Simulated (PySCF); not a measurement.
Consider C$_{4}$H$_{5}$FOS$_{2}$.

```yaml
atoms:
  - { symbol: O, position_ang: [-3.2678, 0.9170, 0.8792] }
  - { symbol: C, position_ang: [-2.4984, 0.9198, -0.0501] }
  - { symbol: C, position_ang: [-1.2781, 0.1257, -0.1414] }
  - { symbol: C, position_ang: [-0.9171, -0.6780, 0.8628] }
  - { symbol: S, position_ang: [0.4835, -1.6999, 0.9703] }
  - { symbol: S, position_ang: [1.4709, -1.4540, -0.7997] }
  - { symbol: C, position_ang: [2.5882, -0.0557, -0.4232] }
  - { symbol: F, position_ang: [1.9375, 1.1333, -0.4918] }
  - { symbol: H, position_ang: [-2.6774, 1.5551, -0.9377] }
  - { symbol: H, position_ang: [-0.6877, 0.2206, -1.0405] }
  - { symbol: H, position_ang: [-1.5223, -0.7505, 1.7552] }
  - { symbol: H, position_ang: [3.3704, -0.0652, -1.1850] }
  - { symbol: H, position_ang: [2.9938, -0.1675, 0.5842] }
```

Geometry: GFN2-xTB.

All numbers below come from PySCF, CAM-B3LYP/def2-SVPD, SCF density, gas phase.

What can the converged electron density and electron localisation function tell about the bonding?

C–O (1.21 Å): ρ is about 3.4 e/Å³ halfway; the ELF peaks at about 0.85 between the atoms: a multiple bond.
C–C (1.34 Å): ρ at the midpoint is about 2.3 e/Å³; the ELF peaks at about 0.95 between the atoms; a multiple bond.
C–S (1.74 Å): the density is about 1.4 e/Å³ at the midpoint; the ELF peaks at about 0.95 between the atoms; localised, covalent bonding.
S–S (2.04 Å): ρ is about 1 e/Å³ halfway; the ELF peaks at about 0.85 between the atoms; a shared electron pair.

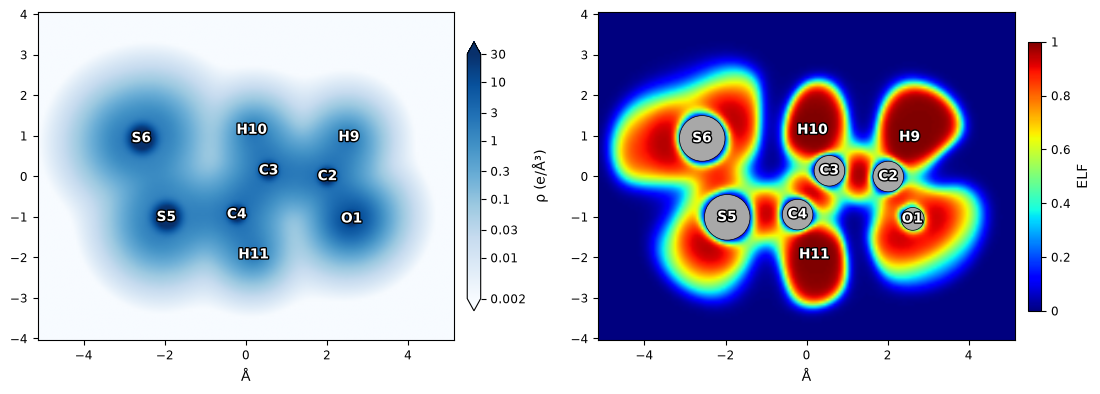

Computed electron density and electron localisation function on the plane of atoms S5, C4 and H11, in this order. Grey discs cover the atomic cores in the ELF map. 
